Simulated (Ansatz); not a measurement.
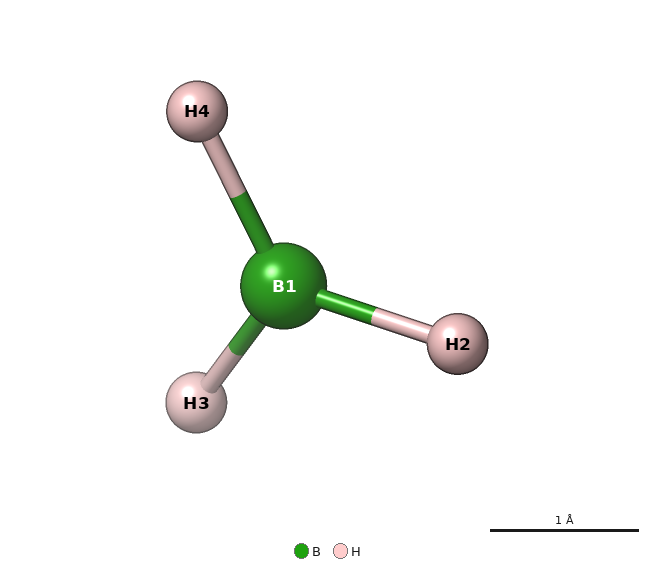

Source: calculation with Ansatz.

Orthographic view. Atoms fade into the background with distance from the viewer. Geometry: a fixed input geometry, not necessarily a minimum.

Write a MOL file (V2000) with the atoms in numerical order, bonds sorted by atom number with the orders drawn, and coordinates in the frame of the picture: x right, y up, z towards the viewer, origin at the mean position.

```
BH3
                    3D

  4  3  0  0  0  0  0  0  0  0999 V2000
   -0.0000    0.0000    0.0000 B   0  0  0  0  0  0  0  0  0  0  0  0
    1.1800   -0.3900    0.5800 H   0  0  0  0  0  0  0  0  0  0  0  0
   -0.5900   -0.7900   -0.9500 H   0  0  0  0  0  0  0  0  0  0  0  0
   -0.5900    1.1800    0.3700 H   0  0  0  0  0  0  0  0  0  0  0  0
  1  2  1  0
  1  3  1  0
  1  4  1  0
M  END
```
